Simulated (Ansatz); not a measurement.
# AlSiH3OF2 (SMILES [F][Al]([F])[O][SiH3]): BCCD(T)/pc-1 (sfX2C, accuracy low)

What is the vertical singlet–triplet gap of AlSiH3OF2 at BCCD(T)/pc-1 (sfX2C, accuracy low)? 

Program for the calculation: Ansatz 0.2.0.

1 further run of the same task is left out (set aside as unsound or not needed).

### Step 1. Starting point

AlSiH3OF2 has 8 atoms, charge 0, and is taken as a singlet. As SMILES, `[F][Al]([F])[O][SiH3]`. The coordinates come from a PBE0-D4/def2-TZVP relaxation.

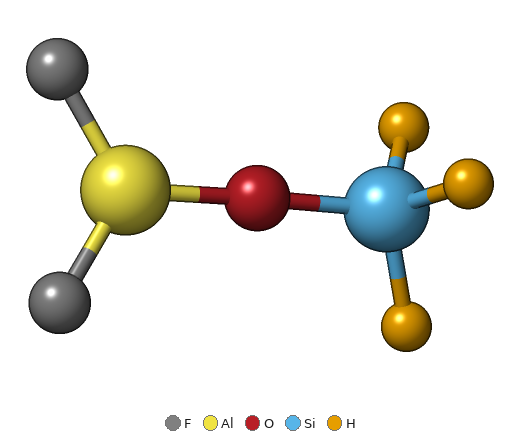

The structure, seen from a chosen angle (fluorine grey, aluminium yellow, oxygen red, silicon blue, hydrogen amber).

### Step 2. The energy at BCCD(T)/pc-1 (sfX2C, accuracy low)

input.yaml

```yaml
crystal:
  periodic: [false, false, false]
  atoms:
    - {symbol: F, position_ang: [1.804800, -1.724100, 1.720400]}
    - {symbol: Al, position_ang: [0.792000, -1.595300, 0.444600]}
    - {symbol: F, position_ang: [0.487500, -2.943200, -0.427700]}
    - {symbol: O, position_ang: [0.097200, -0.144800, 0.048300]}
    - {symbol: Si, position_ang: [-0.610500, 1.263800, -0.365200]}
    - {symbol: H, position_ang: [-0.891200, 2.060200, 0.856600]}
    - {symbol: H, position_ang: [-1.885900, 0.995600, -1.077700]}
    - {symbol: H, position_ang: [0.298200, 2.030600, -1.255200]}
basis:
  gaussian:
    orbitals: pc-1.json
hamiltonian:
  pseudopotentials: {relativity: scalar}
correlation:
  method: bccd_t
  electrons: outside_noble_gas
accuracy: low
output: {orbitals: {seedname: orbitals}}
```

The basis set pc-1 is read from a file made from the Basis Set Exchange's data (not shown).

The run is started by

```sh
$ ansatz run input.yaml --threads 1 --pin off --max-ram 2610MiB --events-out events.jsonl --progress --plain --runs-dir runs
```

The program printed:

```text
Warning: RAYON_NUM_THREADS=1 ignored (pool sized by the plan → 1); use --threads N
Functional definition: HF
  name "HF"
  exchange = exact_x
  correlation = 0
916 factors; integrals over basis functions are off by at most 8.1e-4 eV
mean field evaluation 1: about -21973.1349 eV, gradient 5.1e1 eV
mean field evaluation 2: about -21973.2715 eV, gradient 5.1e1 eV
mean field evaluation 4: about -21977.8053 eV, gradient 2.6e0 eV
mean field evaluation 8: about -21977.8611 eV, gradient 2.8e-1 eV
mean field evaluation 16: about -21973.1362 eV, gradient 5.1e1 eV
mean field -21977.86133272 eV, -807.6715068480 hartree, gradient 2.0e-6 eV, S^2 0.000000; 0 other end points of the search recorded, 0 dependent functions left out
13 core orbitals not correlated: weight in the atoms' cores, before any rotation towards them, 1.000 or more for the frozen orbitals, at most 0.000 for the correlated occupied ones
reference -21977.86133272 eV, -807.6715068480 hartree; 15, 15 occupied and 65, 65 virtual orbitals, 916 factors
second order -19.19217009 eV of doubles, -0.00000000 eV of singles
cycle   1  -19.16256931 eV  change    3.0e-2 eV  update   1.0e-1
cycle   2  -19.58138001 eV  change   -4.2e-1 eV  update   3.4e-2
cycle   3  -19.71001239 eV  change   -1.3e-1 eV  update   1.6e-2
cycle   4  -19.69745427 eV  change    1.3e-2 eV  update   3.2e-3
cycle   5  -19.69379784 eV  change    3.7e-3 eV  update   9.4e-4
cycle   6  -19.69400141 eV  change   -2.0e-4 eV  update   2.7e-4
cycle   7  -19.69383966 eV  change    1.6e-4 eV  update   9.6e-5
cycle   8  -19.69372866 eV  change    1.1e-4 eV  update   2.5e-5
cycle   9  -19.69372030 eV  change    8.4e-6 eV  update   7.1e-6
perturbative correction -0.34483114 eV, -0.0126723107 hartree
Total energy: -21997.89988416 eV, -808.4079100309 hartree
Relativity: scalar
```

It took 9.3 s on 1 thread of Intel Xeon Platinum 8488C (Sapphire Rapids), shared host; peak memory 0.43 GiB.

### Step 3. The triplet at the same level

input.yaml, as its differences from that of step 2:

```diff
@@ -14,4 +14,2 @@
     orbitals: pc-1.json
-hamiltonian:
-  pseudopotentials: {relativity: scalar}
 correlation:
@@ -19,3 +17,8 @@
   electrons: outside_noble_gas
+hamiltonian:
+  pseudopotentials: {relativity: scalar}
+magnetization:
+  spin_polarized: false
+  initial_magnetization: 2
+output: {orbitals: {seedname: orbitals}}
 accuracy: low
-output: {orbitals: {seedname: orbitals}}
```

The basis set pc-1 is read from a file made from the Basis Set Exchange's data (not shown).

The run is started by

```sh
$ ansatz run input.yaml --threads 1 --pin off --max-ram 2610MiB --events-out events.jsonl --progress --plain --runs-dir runs
```

The program printed, cut to the lines that bear on the results:

```text
Warning: RAYON_NUM_THREADS=1 ignored (pool sized by the plan → 1); use --threads N
[... 2 set-up lines as earlier in the session ...]
[...]
916 factors; integrals over basis functions are off by at most 8.1e-4 eV
[...]
mean field -21970.42900347 eV, -807.3983737858 hartree, gradient 5.3e-6 eV, S^2 2.000000; 18 other end points of the search recorded, 0 dependent functions left out
[...]
determinant -21970.42900347 eV, -807.3983737858 hartree, with singles and doubles -21989.84491330 eV, -808.1118953114 hartree
determinant -21970.31984067 eV, -807.3943621268 hartree, with singles and doubles -21989.72553334 eV, -808.1075081790 hartree
determinant -21969.32453825 eV, -807.3577854375 hartree, with singles and doubles -21989.54236866 eV, -808.1007770009 hartree
determinant -21969.29573464 eV, -807.3567269246 hartree, with singles and doubles -21989.47233322 eV, -808.0982032461 hartree
[...]
determinant -21969.29573464 eV, -807.3567269246 hartree, with singles and doubles -21989.56646006 eV, -808.1016623436 hartree
determinant -21969.20875868 eV, -807.3535306170 hartree, with singles and doubles -21989.80915801 eV, -808.1105813288 hartree
determinant -21969.14126114 eV, -807.3510501282 hartree, with singles and doubles -21989.71872477 eV, -808.1072579687 hartree
determinant -21969.09065224 eV, -807.3491902854 hartree, with singles and doubles -21989.68227057 eV, -808.1059183013 hartree
[...]
13 core orbitals not correlated: weight in the atoms' cores, before any rotation towards them, 1.000 or more for the frozen orbitals, at most 0.000 for the correlated occupied ones
reference -21970.42900347 eV, -807.3983737858 hartree; 16, 14 occupied and 64, 66 virtual orbitals, 916 factors
second order -18.31706295 eV of doubles, -0.09168294 eV of singles
cycle   1  -19.39544786 eV  change    6.6e-2 eV  update   4.9e-2
[...]
cycle  14  -19.40399948 eV  change   -9.1e-6 eV  update   1.9e-5
perturbative correction -0.49175244 eV, -0.0180715688 hartree
Total energy: -21990.32475538 eV, -808.1295291828 hartree
Relativity: scalar
```

Run time: 7.2 min. Hardware: 1 thread of Intel Xeon Platinum 8488C (Sapphire Rapids), shared host; peak memory 0.88 GiB.

### Step 4. Outcome

At BCCD(T)/pc-1 (sfX2C, accuracy low), 13 core orbitals frozen:

| quantity | value |
| --- | --- |
| singlet: total energy | -808.40791 Eh |
| singlet: HOMO energy (Hartree–Fock orbitals) | -12.75 eV |
| singlet: LUMO energy (Hartree–Fock orbitals) | 2.27 eV |
| singlet: HOMO–LUMO gap (Hartree–Fock orbitals) | 15.03 eV |
| singlet: correlation energy (13 core orbitals frozen) | -736.4 mEh |
| singlet: (T) correction | -12.67 mEh |
| triplet: total energy | -808.12953 Eh |
| triplet: correlation energy (13 core orbitals frozen) | -731.2 mEh |
| triplet: (T) correction | -18.07 mEh |
| triplet: ⟨S²⟩ of the reference determinant | 2.000 |
| vertical energy of the triplet above the singlet | 7.575 eV |

**Reading.** At this shape the triplet lies 7.58 eV (175 kcal/mol) above the singlet. The triples (singlet) make up 1.7 % of the correlation energy. The accuracy setting (singlet) is loose, so the last digits carry no meaning. The triples (triplet) make up 2.5 % of the correlation energy. The accuracy setting (triplet) is loose, so the last digits carry no meaning.
